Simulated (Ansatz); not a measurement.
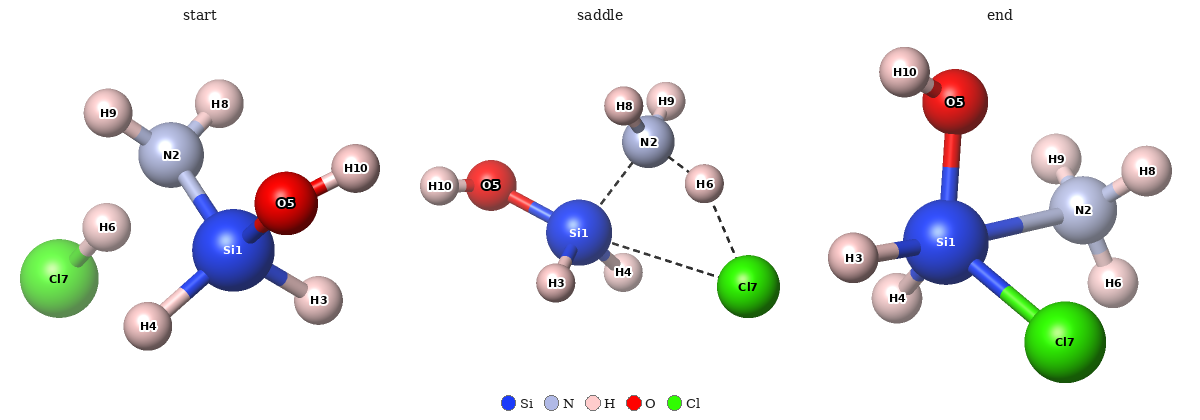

One elementary step of SiNH₆OCl: start, first-order saddle point (changing pairs dashed) and end. Electronic energies at PBE0-D4/def2-TZVP geometries, energies in def2-TZVPP, the Ansatz code 0.2.0; cores frozen in correlated methods, no zero-point terms. Start and end are the structures at the ends of the path (complexes, where there are several molecules). Lines between the levels only guide the eye.

In the step Si1–Cl7 (4.02 → 2.96 → 2.10 Å) and N2–H6 (1.80 → 1.13 → 1.01 Å) form; H6–Cl7 (1.33 → 1.74 → 2.92 Å) breaks; Si1–N2 (1.74 → 1.84 → 2.17 Å) stretches to a weak contact (lengths at start, saddle and end; changes of bond order aren't listed).

### Is the step uphill or downhill with BHLYP-D4?

Downhill by 6.7 kcal/mol in electronic energy, over a barrier of 7.4 kcal/mol.

### What are the heights of saddle and end over the start, in kcal/mol? Levels: BHLYP-D4, PBE-D4 and ωB97X-V.

| level | barrier | reverse barrier | step energy |
| --- | --- | --- | --- |
| BHLYP-D4 | 7.4 | 14.1 | −6.7 |
| PBE-D4 | 5.5 | 13.2 | −7.7 |
| ωB97X-V | 7.2 | 15.4 | −8.3 |

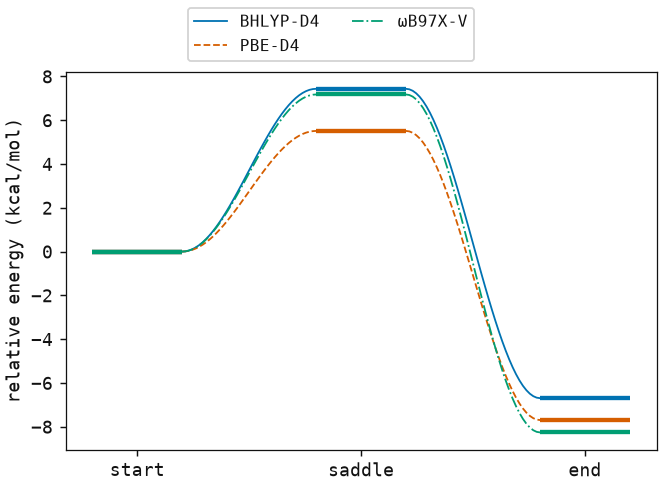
